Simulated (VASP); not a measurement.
Energy against volume of PbF2 (fluorite). Calculation: vdW-DF-cx, VASP's PBE PAW potentials (set 64) (plane waves; VASP).

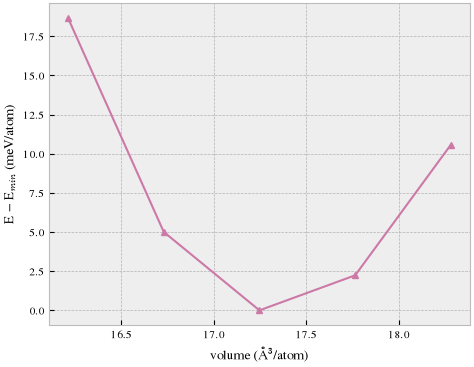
*Energy against volume*

Task: Estimate the equilibrium volume and the bulk modulus.

Result: The minimum lies near 17.3 Å³/atom, and the curvature gives B0 of about 73 GPa.

Measured: bulk modulus 64.0 GPa (computed value off by +13.9 %), a 5.940 Å (computed value off by -0.3 %), as given by E. Cadelano et al., The European Physical Journal B (2011), arXiv:1107.5962. The calculation is for a static lattice, while the measured bulk modulus, a hold thermal and zero-point effects, which are part of the difference.

The compound is PbF2 in the fluorite structure, the β form. It was relaxed first.
